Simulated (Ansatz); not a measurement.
**HF···CH3F (SMILES F.CF): density, localisation and related maps**

```xyz
7

F    -0.3604   -0.2534   -2.3784
H     0.1593    0.1162   -1.7007
C     0.0835    0.0555    2.6041
F     0.8654    0.6180    1.5953
H     0.7125   -0.6201    3.1833
H    -0.7393   -0.4879    2.1391
H    -0.2935    0.8637    3.2304
```

Geometry: rigid move from PBE0-D4/def2-TZVP.

Level of theory: RKS PBE0-D4/def2-TZVPPD in Ansatz 0.2.0.

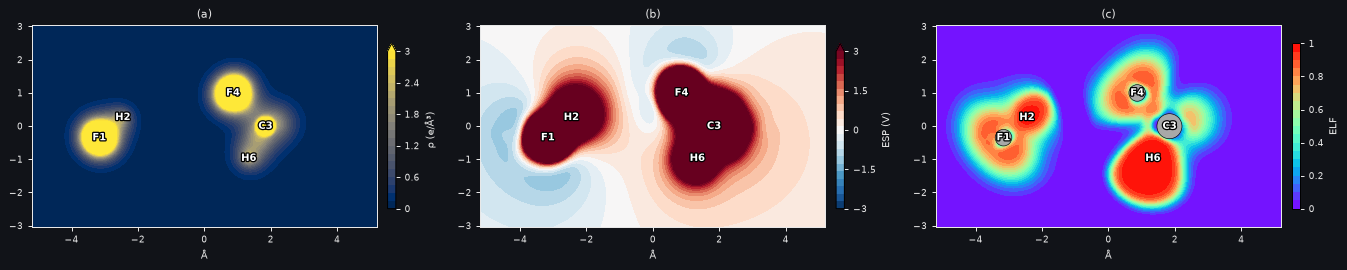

Figure 1. (a) total electron density; (b) electrostatic potential; (c) electron localisation function on the plane of atoms F4, C3 and H6. Grey discs cover the atomic cores in the ELF map.

> What does the map show?

The plane passes through F, H and C nuclei.
C–F (1.39 Å): ρ at the midpoint is about 2 e/Å³, with its minimum of 1.6 e/Å³ about 0.5 Å from C; the ELF peaks at about 0.85 between the atoms: a shared but strongly polarised pair.
F–H (0.93 Å): ρ at the midpoint is about 4.6 e/Å³; the ELF climbs to about 1 towards the hydrogen, as it does in any bond to H: an ordinary covalent bond to hydrogen.
C–H (1.09 Å): ρ is about 2.1 e/Å³ halfway; the ELF climbs to about 1 towards the hydrogen; an ordinary covalent bond to hydrogen.
The ELF also peaks beside F1 and F4, away from the bonds: lone-pair regions.
Outside the dense part of the complex the potential is most negative (−1.2 V) near F1.

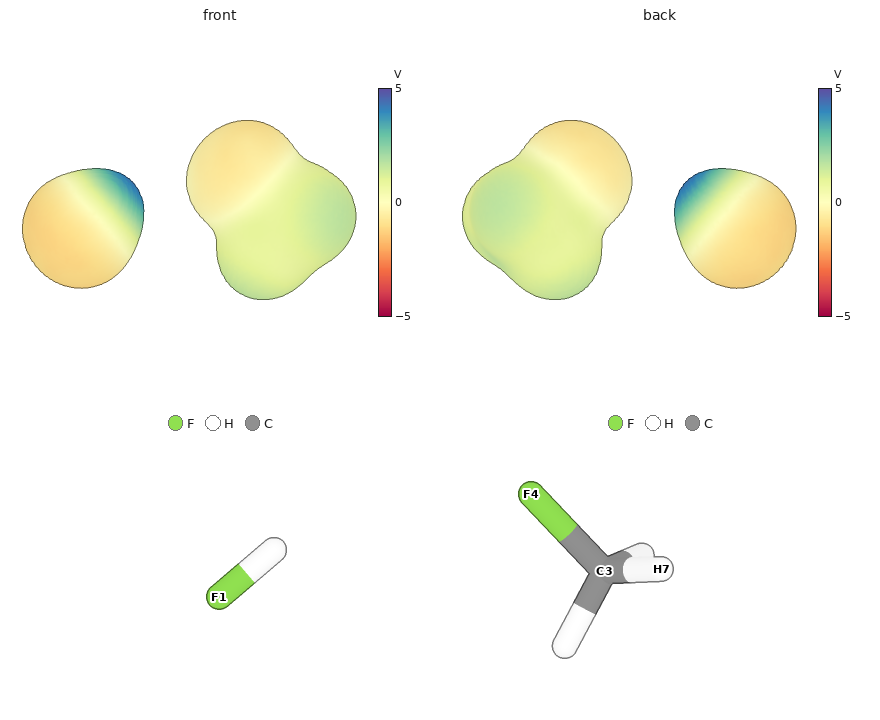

Figure 2. The molecular electrostatic potential painted on the density surface at 0.004 e/bohr³, seen from the front and from behind; red is negative and blue positive. The bare structure is drawn below in the same view.

> Where is the surface potential most negative and most positive?

The most negative region (about −1.2 V) lies over F1, the most positive (about +4.3 V) over H2.

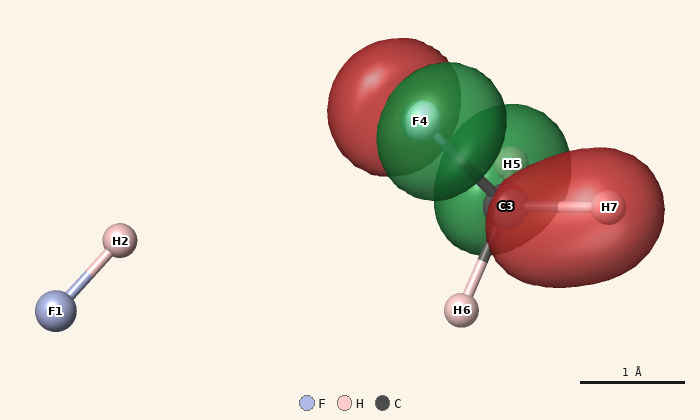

Figure 3. The HOMO at ±0.2 Å⁻³ᐟ² (green and red are the two phases), seen at a tilt.

> What is the character of this orbital?

Its weight (Hirshfeld) is mainly on F4 (about 55 %), C3 (about 25 %), H5 (about 10 %) and H7 (about 10 %). Its energy is −10.17 eV.

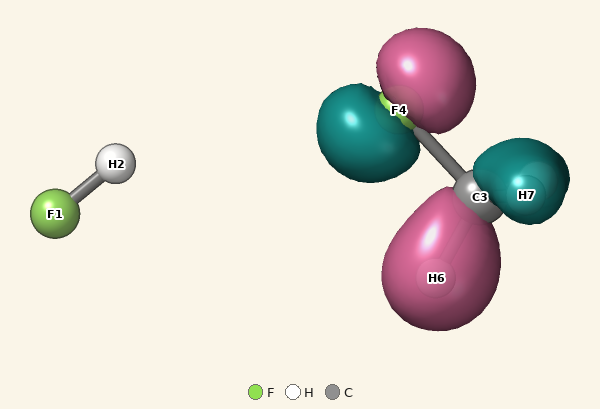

Figure 4. The HOMO−1 at ±0.2 Å⁻³ᐟ² (teal and pink are the two phases), seen across its widest extent.

> Where does this orbital lie, and at what energy?

Its weight (Hirshfeld) is mainly on F4 (about 50 %), C3 (about 25 %) and H6 (about 15 %). Its energy is −10.18 eV.
